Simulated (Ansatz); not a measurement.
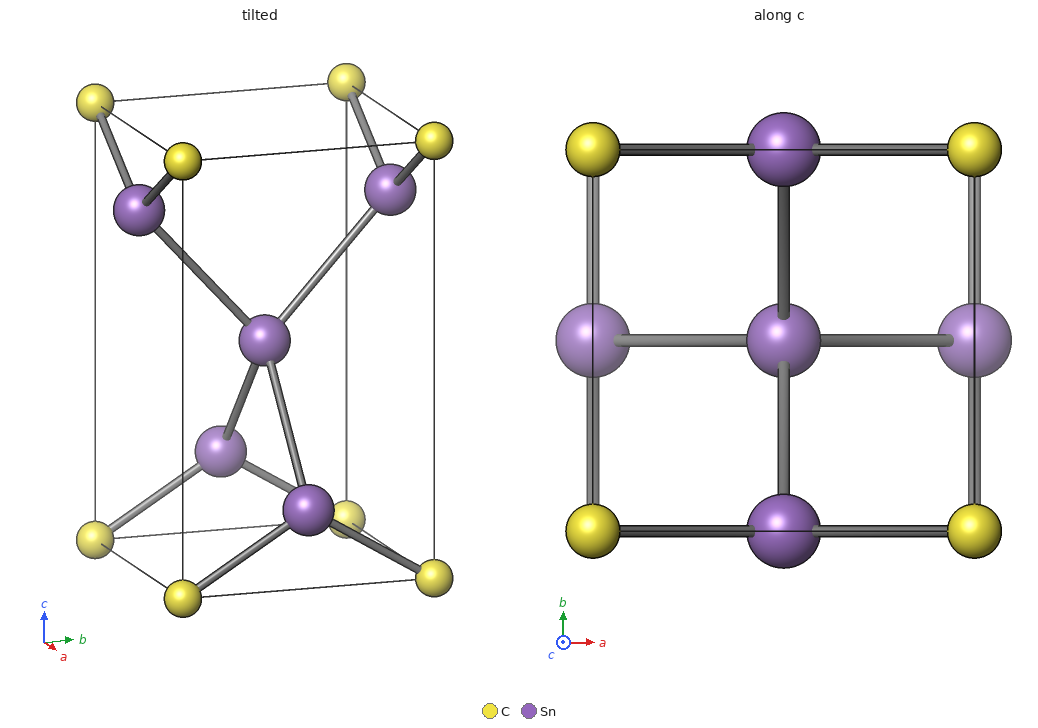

Structure drawing (ball-and-stick), viewed slightly off an axis and along the c axis. The lines enclose the conventional unit cell; boundary atoms appear with their images.

Sn$_{3}$C, space group P-4m2 (No. 115), a = 3.881 Å, b = 3.881 Å, c = 6.558 Å, α = 90.00°, β = 90.00°, γ = 90.00°. The structure was taken from a structure type filled with these elements by a generator (whether the compound takes this form wasn't checked). Earlier steps of the study may have refined or changed the cell and positions. It went into a calculation with Ansatz.

This one geometry was computed with Ansatz (DFT, plane waves, PAW) at three levels of theory: PBE with spin-orbit coupling, r2SCAN and PBE. It was relaxed beforehand with r2SCAN.

Question: Which level gives the highest pressure at this volume, and what does that say about its equilibrium volume?

Answer: Highest: PBE with spin-orbit coupling (1.8 GPa) and PBE (1.8 GPa), which points to the largest equilibrium volume. Lowest, with the smallest volume: r2SCAN (0.0 GPa). Levels within 0.5 GPa of each other can't be told apart.

Question: How does the band gap change with the level of theory?

Answer: All levels give a metal.

Question: Collect the results in a table.

Answer:
| level | cutoff (eV) | k-mesh of the run's cell | gap (eV) | pressure (GPa) |
| --- | --- | --- | --- | --- |
| PBE with spin-orbit coupling | 420 | 6×6×4 | metal | 1.8 |
| r2SCAN | 500 | 6×6×4 | metal | 0.0 |
| PBE | 420 | 6×6×4 | metal | 1.8 |

Gaps are taken on the k-mesh or band path of each run.
